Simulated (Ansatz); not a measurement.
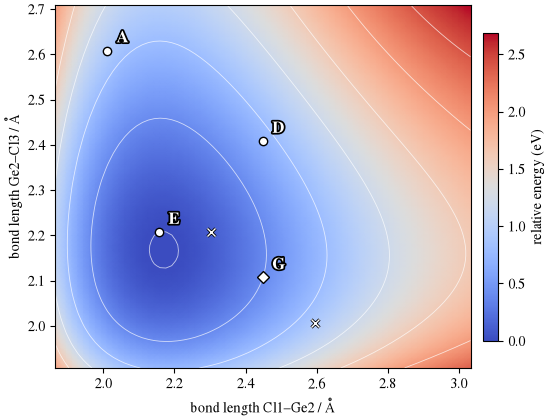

Cl₂GeI, SMILES [Cl][Ge]([Cl])[I], spin multiplicity 2. 
- The first coordinate is: bond length Cl1–Ge2; the second: bond length Ge2–Cl3.
- Nothing is relaxed (all other coordinates rigid).
- The grid has 9 × 9 points. At 2 points there is no value.
- All energies are given in eV relative to the lowest grid point.
- All numbers below come from UKS PBE0-D4/def2-SVP (Ansatz).

In the figure: a smooth colour map with a few white contour lines, crosses at grid points without a value, lettered points. Between grid points the surface is interpolated.

> What kind of point is each of D, E, G: minimum, saddle, maximum or slope?

D: on a slope; E: minimum; G: on a slope. (In these two coordinates alone; a stationary point may lie a little off the grid point.)

> Rank the lettered points by energy, lowest first.

E (0.00 eV), G (0.40 eV), D (0.70 eV), A (0.96 eV).
